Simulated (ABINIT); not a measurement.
## AgCl (Fm-3m): G0W0 with ABINIT, start to end

Wanted: ground state, empty states, screening and self-energy for AgCl (Fm-3m).

Method: PBE and many-body steps on it, plane waves, in ABINIT 10.8.3.

### 1. Set-up

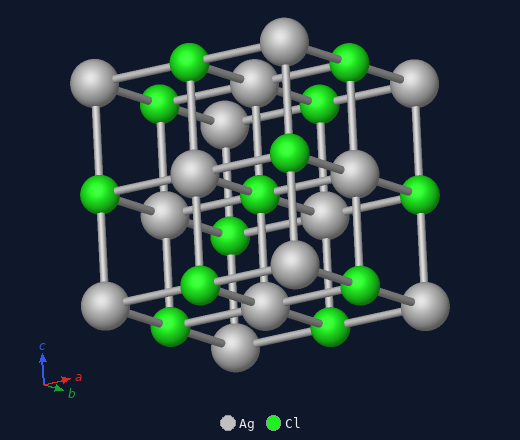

Start, viewed from a free direction; silver light grey, chlorine green. This picture shows the conventional cell, with its axes. Some periodic images of atoms are drawn too.

 The runs that relaxed it are not among those shown.

### 2. Ground state

This step: ABINIT 10.8.3; DFT, PBE, plane waves, norm-conserving pseudopotentials.

The ground-state density comes first.

File run.abi:

```
acell 3*1.0 Angstrom
rprim 
  0.000000000000 2.798500000000 2.798500000000
  2.798500000000 0.000000000000 2.798500000000
  2.798500000000 2.798500000000 -0.000000000000
ntypat 2
znucl 47 17
natom 2
typat 1 2
xred 
  0.000000000000 0.000000000000 0.000000000000
  0.500000000000 0.500000000000 0.500000000000
pp_dirpath "pseudos"
pseudos "Ag.upf, Cl.upf"
ecut 37
ngkpt 6 6 6
nshiftk 1
shiftk 0 0 0
kptopt 1
chksymbreak 0
nband 18
occopt 1
tolvrs 1e-10
nstep 60
prtwf 0
optforces 0
optstress 0
indata_prefix "in"
outdata_prefix "out"
tmpdata_prefix "tmp"
```

The run is started by

```bash
OMP_NUM_THREADS=1 mpirun -n 4 abinit run.abi > log
```

Numbers of over 12 decimals in the logs are rounded to 6 here.

Log:

```text
.Version 10.8.3 of ABINIT. v10.8.2 released Aug 2026.

 Symmetries : space group Fm -3 m (#225); Bravais cF (face-center cubic)
================================================================================
 Values of the parameters that define the memory need of the present run
     intxc =       0    ionmov =       0      iscf =       7    lmnmax =       6
     lnmax =       6     mgfft =      45  mpssoang =       3    mqgrid =    3001
     natom =       2  nloc_mem =       1    nspden =       1   nspinor =       1
    nsppol =       1      nsym =      48    n1xccc =    2501    ntypat =       2
    occopt =       1   xclevel =       2
-    mband =          18        mffmem =           1         mkmem =           4
       mpw =        3198          nfft =       91125          nkpt =          16
================================================================================
  Rough estimation (10% accuracy) of disk space for files :
================================================================================

--------------------------------------------------------------------------------
------------- Echo of variables that govern the present computation ------------
--------------------------------------------------------------------------------
 -outvars: echo values of preprocessed input variables --------
            acell      1.8897261259E+00  1.8897261259E+00  1.8897261259E+00 Bohr

      chksymbreak           0
             ecut      3.70000000E+01 Hartree
-          fftalg         312

              ixc     -101130
              kpt      0.00000000E+00  0.00000000E+00  0.00000000E+00
                       1.66666667E-01  0.00000000E+00  0.00000000E+00
                       3.33333333E-01  0.00000000E+00  0.00000000E+00
                       5.00000000E-01  0.00000000E+00  0.00000000E+00
                       1.66666667E-01  1.66666667E-01  0.00000000E+00
                       3.33333333E-01  1.66666667E-01  0.00000000E+00
                       5.00000000E-01  1.66666667E-01  0.00000000E+00
                      -3.33333333E-01  1.66666667E-01  0.00000000E+00
                      -1.66666667E-01  1.66666667E-01  0.00000000E+00
   [... 5 further rows ...]
                      -3.33333333E-01  3.33333333E-01  1.66666667E-01
                      -3.33333333E-01  5.00000000E-01  1.66666667E-01
         kptrlatt        6    0    0      0    6    0      0    0    6
          kptrlen      4.48735498E+01
P           mkmem           4
            natom           2
            nband          18
            ngfft          45      45      45
             nkpt          16
            nstep          60
             nsym          48
           ntypat           2
              occ      2.000000  2.000000  2.000000  2.000000  2.000000  2.000000
                       2.000000  2.000000  2.000000  2.000000  2.000000  2.000000
                       2.000000  0.000000  0.000000  0.000000  0.000000  0.000000
        optforces           0
        optstress           0
            prtwf           0
            rprim      0.0000000000E+00  2.7985000000E+00  2.7985000000E+00
[...]
spgroup         225

           tolvrs      1.00000000E-10

             xred      0.0000000000E+00  0.0000000000E+00  0.0000000000E+00
[...]
znucl       47.00000   17.00000

================================================================================

 chkinp: Checking input parameters for consistency.

================================================================================
== DATASET  1 ==================================================================
-   mpi_nproc: 4, omp_nthreads: 1 (-1 if OMP is not activated)

--- !DatasetInfo
iteration_state: {dtset: 1, }
dimensions: {natom: 2, nkpt: 16, mband: 18, nsppol: 1, nspinor: 1, nspden: 1, mpw: 3198, }
cutoff_energies: {ecut:  37.0, pawecutdg:  -1.0, }
electrons: {nelect:   2.60000000E+01, charge:   0.00000000E+00, occopt:   1.00000000E+00, tsmear:   1.00000000E-02, }

 Real(R)+Recip(G) space primitive vectors, cartesian coordinates (Bohr,Bohr^-1):
 R(1)=  0.0000000  5.2883986  5.2883986  G(1)= -0.0945466  0.0945466  0.0945466
 R(2)=  5.2883986  0.0000000  5.2883986  G(2)=  0.0945466 -0.0945466  0.0945466
 R(3)=  5.2883986  5.2883986  0.0000000  G(3)=  0.0945466  0.0945466 -0.0945466
 Unit cell volume ucvol=  2.9580297E+02 bohr^3
 Angles (23,13,12)=  6.00000000E+01  6.00000000E+01  6.00000000E+01 degrees

 getcut: wavevector=  0.0000  0.0000  0.0000  ngfft=  45  45  45
         ecut(hartree)=     37.000   => boxcut(ratio)=   2.14856

--- Pseudopotential description ------------------------------------------------
- Ag Generated using ONCVPSP code by D. R. Hamann
- 47.00000  19.00000  171031                  znucl, zion, pspdat
12 -101130 2 -1 1538                          pspcod,pspxc,lmax,lloc,mmax
     nproj     2     2     2
  pspatm : epsatm=   27.55768671
         --- l  ekb(1:nproj) -->
[...]
pspatm: atomic psp has been read  and splines computed

- Cl Generated using ONCVPSP code by D. R. Hamann
- 17.00000   7.00000  171031                  znucl, zion, pspdat
12 -101130 2 -1 1028                          pspcod,pspxc,lmax,lloc,mmax
     nproj     2     2     2
  pspatm : epsatm=    9.12776517
         --- l  ekb(1:nproj) -->
[...]
2   -2.938609   -0.805455
 pspatm: atomic psp has been read  and splines computed

   9.53821749E+02                                ecore*ucvol(ha*bohr**3)
--------------------------------------------------------------------------------

_setup2: Arith. and geom. avg. npw (full set) are    3181.940    3181.927

================================================================================

--- !BeginCycle
iteration_state: {dtset: 1, }
solver: {iscf: 7, nstep: 60, nline: 4, wfoptalg: 0, }
tolerances: {tolvrs: 1.00E-10, }

     iter   Etot(hartree)      deltaE(h)  residm     vres2
 ETOT  1  -171.29835882219    -1.713E+02 1.857E-01 9.178E+01
 ETOT  2  -171.44674934223    -1.484E-01 1.287E-02 1.257E+01
 ETOT  3  -171.44830296770    -1.554E-03 4.030E-03 1.958E-01
 ETOT  4  -171.44830726321    -4.296E-06 7.957E-04 9.075E-02
 ETOT  5  -171.44830995215    -2.689E-06 1.818E-04 3.911E-02
 ETOT  6  -171.44831704049    -7.088E-06 3.676E-05 2.215E-04
 ETOT  7  -171.44831706569    -2.520E-08 1.901E-05 3.184E-06
 ETOT  8  -171.44831706604    -3.545E-10 2.775E-05 4.743E-08
 ETOT  9  -171.44831706604    -1.336E-12 2.044E-05 4.037E-10
 ETOT 10  -171.44831706605    -1.128E-11 3.083E-05 1.396E-12

 At SCF step   10       vres2   =  1.40E-12 < tolvrs=  1.00E-10 =>converged.

--- !ResultsGS
iteration_state: {dtset: 1, }
comment   : Summary of ground state results
lattice_vectors:
- [  0.0000000,   5.2883986,   5.2883986, ]
- [  5.2883986,   0.0000000,   5.2883986, ]
- [  5.2883986,   5.2883986,  -0.0000000, ]
lattice_lengths: [   7.47892,    7.47892,    7.47892, ]
lattice_angles: [ 60.000,  60.000,  60.000, ] # degrees, (23, 13, 12)
lattice_volume:   2.9580297E+02
convergence: {deltae: -1.128E-11, res2:  1.396E-12, residm:  3.083E-05, diffor:  0.000E+00, }
etotal    :  -1.71448317E+02
entropy   :   0.00000000E+00
fermie    :   1.58298910E-01
cartesian_stress_tensor: null
pressure_GPa: null
xred      :
- [  0.0000E+00,   0.0000E+00,   0.0000E+00, Ag]
- [  5.0000E-01,   5.0000E-01,   5.0000E-01, Cl]
cartesian_forces: null
force_length_stats: {min: null, max: null, mean: null, }

 Integrated electronic density in atomic spheres:
 ------------------------------------------------
 Atom  Sphere_radius  Integrated_density
    1        2.00000         16.36574778
    2        2.00000          5.02213111
================================================================================

 ----iterations are completed or convergence reached----

 Mean square residual over all n,k,spin=   13.789E-08; max=  30.829E-06
 reduced coordinates (array xred) for    2 atoms
       0.000000000000      0.000000000000      0.000000000000
       0.500000000000      0.500000000000      0.500000000000
 rms dE/dt=  0.0000E+00; max dE/dt=  0.0000E+00; dE/dt below (all hartree)
    1       0.000000000000      0.000000000000      0.000000000000
    2       0.000000000000      0.000000000000      0.000000000000

 cartesian coordinates (angstrom) at end:
    1      0.000000     0.000000     0.000000
    2      2.798500     2.798500     2.798500
 length scales=  1.889726125908  1.889726125908  1.889726125908 bohr
              =  1.000000000000  1.000000000000  1.000000000000 angstroms
 prteigrs : about to open file out_EIG
 Fermi (or HOMO) energy (hartree) =   0.15830   Average Vxc (hartree)=  -0.37062
 Eigenvalues (hartree) for nkpt=  16  k points:
 kpt#   1, nband= 18, wtk=  0.00463, kpt=  0.0000  0.0000  0.0000 (reduced coord)
  -3.13694   -1.79655   -1.79655   -1.79655   -0.39161    0.07252    0.07252    0.07252
   0.07399    0.07399    0.07734    0.07734    0.07734    0.19216    0.55220    0.55220
   0.55220    0.61640
 prteigrs : prtvol=0 or 1, do not print more k-points.

--- !EnergyTerms
iteration_state     : {dtset: 1, }
comment             : Components of total free energy in Hartree
kinetic             :  5.89171842531774E+01
hartree             :  5.10764654706895E+01
xc                  : -2.76625216626960E+01
Ewald energy        : -1.02567080173912E+02
psp_core            :  3.22451713795192E+00
local_psp           : -1.54626855878170E+02
non_local_psp       :  1.89973786905403E-01
total_energy        : -1.71448317066054E+02
total_energy_eV     : -4.66534637690782E+03
band_energy         : -1.67116656666293E+01

== END DATASET(S) ==============================================================
================================================================================

 -outvars: echo values of variables after computation  --------
           etotal     -1.7144831707E+02
            nband          18
             nkpt          16
          spgroup         225
 [... the other variables as echoed above ...]

 Calculation completed.
```

Wall time 13 s (4 MPI ranks of Arm Neoverse V1, shared host); peak memory 0.32 GiB.

Numbers from this step:

```
total energy               : -4665.3464 eV
gap                        : 0.9214 eV
k of the valence top       : 0.5, 0, 0
k of the conduction bottom : 0, 0, 0
least direct gap           : 3.124 eV
```

The gap is indirect, with the least direct gap 2.20 eV higher.

### 3. Bands along the symmetry lines

Levels along a band path, at the cheap level, show where the edges lie and whether the meshes to come will hold them.

File run.abi:

```
acell 3*1.0 Angstrom
rprim 
  0.000000000000 2.798500000000 2.798500000000
  2.798500000000 0.000000000000 2.798500000000
  2.798500000000 2.798500000000 -0.000000000000
ntypat 2
znucl 47 17
natom 2
typat 1 2
xred 
  0.000000000000 0.000000000000 0.000000000000
  0.500000000000 0.500000000000 0.500000000000
pp_dirpath "pseudos"
pseudos "Ag.upf, Cl.upf"
ecut 37
iscf -2
irdden 1
kptopt 0
nkpt 50
kpt 
  0.00000000 0.00000000 0.00000000
  0.06250000 0.00000000 0.06250000
  0.12500000 0.00000000 0.12500000
  0.18750000 0.00000000 0.18750000
  0.25000000 0.00000000 0.25000000
  0.31250000 0.00000000 0.31250000
  0.37500000 0.00000000 0.37500000
  0.43750000 0.00000000 0.43750000
  0.50000000 0.00000000 0.50000000
  0.51562500 0.03125000 0.51562500
  0.53125000 0.06250000 0.53125000
  0.54687500 0.09375000 0.54687500
  0.56250000 0.12500000 0.56250000
  0.57812500 0.15625000 0.57812500
  0.59375000 0.18750000 0.59375000
  0.60937500 0.21875000 0.60937500
  0.62500000 0.25000000 0.62500000
  0.37500000 0.37500000 0.75000000
  0.32812500 0.32812500 0.65625000
  0.28125000 0.28125000 0.56250000
  0.23437500 0.23437500 0.46875000
  0.18750000 0.18750000 0.37500000
  0.14062500 0.14062500 0.28125000
  0.09375000 0.09375000 0.18750000
  0.04687500 0.04687500 0.09375000
  0.00000000 0.00000000 0.00000000
  0.06250000 0.06250000 0.06250000
  0.12500000 0.12500000 0.12500000
  0.18750000 0.18750000 0.18750000
  0.25000000 0.25000000 0.25000000
  0.31250000 0.31250000 0.31250000
  0.37500000 0.37500000 0.37500000
  0.43750000 0.43750000 0.43750000
  0.50000000 0.50000000 0.50000000
  0.50000000 0.46875000 0.53125000
  0.50000000 0.43750000 0.56250000
  0.50000000 0.40625000 0.59375000
  0.50000000 0.37500000 0.62500000
  0.50000000 0.34375000 0.65625000
  0.50000000 0.31250000 0.68750000
  0.50000000 0.28125000 0.71875000
  0.50000000 0.25000000 0.75000000
  0.50000000 0.21875000 0.71875000
  0.50000000 0.18750000 0.68750000
  0.50000000 0.15625000 0.65625000
  0.50000000 0.12500000 0.62500000
  0.50000000 0.09375000 0.59375000
  0.50000000 0.06250000 0.56250000
  0.50000000 0.03125000 0.53125000
  0.50000000 0.00000000 0.50000000
istwfk *1
nband 20
nbdbuf 2
tolwfr 1e-08
nstep 40
prtwf 0
prtvol 0
indata_prefix "in"
outdata_prefix "out"
tmpdata_prefix "tmp"
```

Log:

```text
.Version 10.8.3 of ABINIT. v10.8.2 released Aug 2026.

 Symmetries : space group Fm -3 m (#225); Bravais cF (face-center cubic)
[... echo of the input left out ...]
== DATASET  1 ==================================================================
-   mpi_nproc: 4, omp_nthreads: 1 (-1 if OMP is not activated)

--- !DatasetInfo
iteration_state: {dtset: 1, }
dimensions: {natom: 2, nkpt: 50, mband: 20, nsppol: 1, nspinor: 1, nspden: 1, mpw: 3218, }
cutoff_energies: {ecut:  37.0, pawecutdg:  -1.0, }
electrons: {nelect:   2.60000000E+01, charge:   0.00000000E+00, occopt:   1.00000000E+00, tsmear:   1.00000000E-02, }

 Real(R)+Recip(G) space primitive vectors, cartesian coordinates (Bohr,Bohr^-1):
 R(1)=  0.0000000  5.2883986  5.2883986  G(1)= -0.0945466  0.0945466  0.0945466
 R(2)=  5.2883986  0.0000000  5.2883986  G(2)=  0.0945466 -0.0945466  0.0945466
 R(3)=  5.2883986  5.2883986  0.0000000  G(3)=  0.0945466  0.0945466 -0.0945466
 Unit cell volume ucvol=  2.9580297E+02 bohr^3
 Angles (23,13,12)=  6.00000000E+01  6.00000000E+01  6.00000000E+01 degrees

 getcut: wavevector=  0.0000  0.0000  0.0000  ngfft=  45  45  45
         ecut(hartree)=     37.000   => boxcut(ratio)=   2.14856

--- Pseudopotential description ------------------------------------------------
- Ag Generated using ONCVPSP code by D. R. Hamann
- 47.00000  19.00000  171031                  znucl, zion, pspdat
12 -101130 2 -1 1538                          pspcod,pspxc,lmax,lloc,mmax
     nproj     2     2     2
  pspatm : epsatm=   27.55768671
         --- l  ekb(1:nproj) -->
             0    9.557566   -0.414742
             1    3.443234   -0.133519
             2   -1.597169   -0.391124
 pspatm: atomic psp has been read  and splines computed

- Cl Generated using ONCVPSP code by D. R. Hamann
- 17.00000   7.00000  171031                  znucl, zion, pspdat
12 -101130 2 -1 1028                          pspcod,pspxc,lmax,lloc,mmax
     nproj     2     2     2
  pspatm : epsatm=    9.12776517
         --- l  ekb(1:nproj) -->
[...]
pspatm: atomic psp has been read  and splines computed

--------------------------------------------------------------------------------

================================================================================
 prteigrs : about to open file out_EIG
 Non-SCF case, kpt    1 (  0.00000  0.00000  0.00000), residuals and eigenvalues=
  6.50E-09  2.01E-09  2.36E-09  5.25E-09  5.19E-09  3.33E-09  5.59E-09  7.88E-09
  2.59E-09  6.21E-09  2.75E-09  4.59E-09  6.35E-09  9.55E-09  4.06E-09  4.29E-09
  3.21E-09  6.61E-09  2.40E-07  3.48E-06
 -3.1369E+00 -1.7966E+00 -1.7966E+00 -1.7966E+00 -3.9161E-01  7.2520E-02
  7.2520E-02  7.2520E-02  7.3991E-02  7.3991E-02  7.7341E-02  7.7341E-02
  7.7341E-02  1.9216E-01  5.5220E-01  5.5220E-01  5.5220E-01  6.1640E-01
  6.4254E-01  6.4255E-01
 Non-SCF case, kpt    2 (  0.06250  0.00000  0.06250), residuals and eigenvalues=
[...]
6.3492E-01  6.5400E-01
 Non-SCF case, kpt    3 (  0.12500  0.00000  0.12500), residuals and eigenvalues=
[...]
5.83E-09  7.78E-09  2.43E-04  1.16E-05
[...]
6.5876E-01  6.7331E-01
[...]
Non-SCF case, kpt   49 (  0.50000  0.03125  0.53125), residuals and eigenvalues=
[...]
6.9701E-01  6.9861E-01
 Non-SCF case, kpt   50 (  0.50000  0.00000  0.50000), residuals and eigenvalues=
[...]
5.1534E-02  5.1534E-02  6.1450E-02  8.0462E-02  8.9137E-02  8.9137E-02
  9.1640E-02  2.4736E-01  4.5264E-01  4.7269E-01  5.7679E-01  5.7679E-01
  6.9787E-01  6.9941E-01

--- !ResultsGS
iteration_state: {dtset: 1, }
comment   : Summary of ground state results
lattice_vectors:
- [  0.0000000,   5.2883986,   5.2883986, ]
- [  5.2883986,   0.0000000,   5.2883986, ]
- [  5.2883986,   5.2883986,  -0.0000000, ]
lattice_lengths: [   7.47892,    7.47892,    7.47892, ]
lattice_angles: [ 60.000,  60.000,  60.000, ] # degrees, (23, 13, 12)
lattice_volume:   2.9580297E+02
convergence: {deltae:  0.000E+00, res2:  0.000E+00, residm:  9.995E-09, diffor:  0.000E+00, }
etotal    :  -1.71448317E+02
entropy   :   0.00000000E+00
fermie    :   1.58298910E-01
cartesian_stress_tensor: null
pressure_GPa: null
xred      :
- [  0.0000E+00,   0.0000E+00,   0.0000E+00, Ag]
- [  5.0000E-01,   5.0000E-01,   5.0000E-01, Cl]
cartesian_forces: null
force_length_stats: {min: null, max: null, mean: null, }

 Integrated electronic density in atomic spheres:
 ------------------------------------------------
 Atom  Sphere_radius  Integrated_density
[...]
================================================================================

 ----iterations are completed or convergence reached----

 Mean square residual over all n,k,spin=   51.030E-10; max=  99.953E-10
 reduced coordinates (array xred) for    2 atoms
       0.000000000000      0.000000000000      0.000000000000
       0.500000000000      0.500000000000      0.500000000000

 cartesian coordinates (angstrom) at end:
[...]
length scales=  1.889726125908  1.889726125908  1.889726125908 bohr
              =  1.000000000000  1.000000000000  1.000000000000 angstroms
 prteigrs : about to open file out_EIG
 Eigenvalues (hartree) for nkpt=  50  k points:
 kpt#   1, nband= 20, wtk=  1.00000, kpt=  0.0000  0.0000  0.0000 (reduced coord)
[...]
kpt#   2, nband= 20, wtk=  1.00000, kpt=  0.0625  0.0000  0.0625 (reduced coord)
[...]
kpt#   3, nband= 20, wtk=  1.00000, kpt=  0.1250  0.0000  0.1250 (reduced coord)
[...]
kpt#  49, nband= 20, wtk=  1.00000, kpt=  0.5000  0.0313  0.5313 (reduced coord)
[...]
0.57114    0.57858    0.69701    0.69861
 kpt#  50, nband= 20, wtk=  1.00000, kpt=  0.5000  0.0000  0.5000 (reduced coord)
  -3.13695   -1.79664   -1.79659   -1.79659   -0.37604    0.00706    0.05153    0.05153
   0.06145    0.08046    0.08914    0.08914    0.09164    0.24736    0.45264    0.47269
   0.57679    0.57679    0.69787    0.69941

== END DATASET(S) ==============================================================
================================================================================

 -outvars: echo values of variables after computation  --------
            nband          20
             nkpt          50
          spgroup         225
 [... the other variables as echoed above ...]

 Calculation completed.
```

It took 19 s on 4 MPI ranks; peak memory 0.3 GiB; 74 s of CPU time.

This step gave:

* gap: 0.9214 eV
* k of the valence top: 0.5, 0.5, 0.5
* k of the conduction bottom: 0, 0, 0
* least direct gap: 2.906 eV

The gap is 0.921 eV, as in the run before at this level.

Electronic bands along the path, in eV, zero at the top of the highest filled band:

```tsv
point	band 10	band 11	band 12	band 13	band 14	band 15	band 16	band 17
Γ	-2.29	-2.20	-2.20	-2.20	0.92	10.72	10.72	10.72
X	-2.12	-1.88	-1.88	-1.81	2.42	8.01	8.55	11.39
U	-1.94	-1.77	-1.59	-0.99	3.61	7.25	8.09	9.71
jump to K	-1.94	-1.77	-1.59	-0.99	3.61	7.25	8.09	9.71
Γ	-2.29	-2.20	-2.20	-2.20	0.92	10.72	10.72	10.72
L	-1.99	-1.69	0.00	0.00	4.31	6.39	7.67	7.67
W	-1.91	-1.89	-1.88	-1.12	4.16	7.87	7.87	7.97
X	-2.12	-1.88	-1.88	-1.81	2.42	8.01	8.55	11.39
```

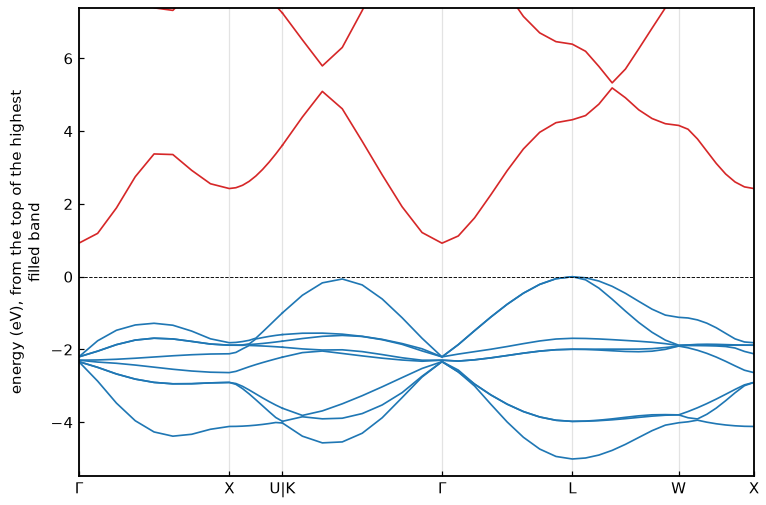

Electronic bands along the path; lines of filled and empty bands in two colours.

(Continued in part 2 of 2.)

[Paths, hosts, dates, memory and timing lines, banners, echoed tables and standing remarks are left out of the program output.]

[Logs are printed without paths, hosts, clocks, repeated set-up lines and the standing remarks that a program may print on its own settings, such as how far it seeks lower states.]

[Runs of the session that timed out or met a known fault of the program may be left out.]

[Hosts, paths, dates, database ids (printed as entryN), source tags and the programs' standing remarks are cut or masked in the printed files.]

[G0W0 gaps are taken among the corrected bands and points alone; a level outside them can change the order at an edge.]

[Where Ansatz stands beside ABINIT at settings called matched, ABINIT's density can come from a denser mesh and the files from another edition; pairs whose starting gaps differed by over 0.03 eV were left out, so agreement reads better than it is.]
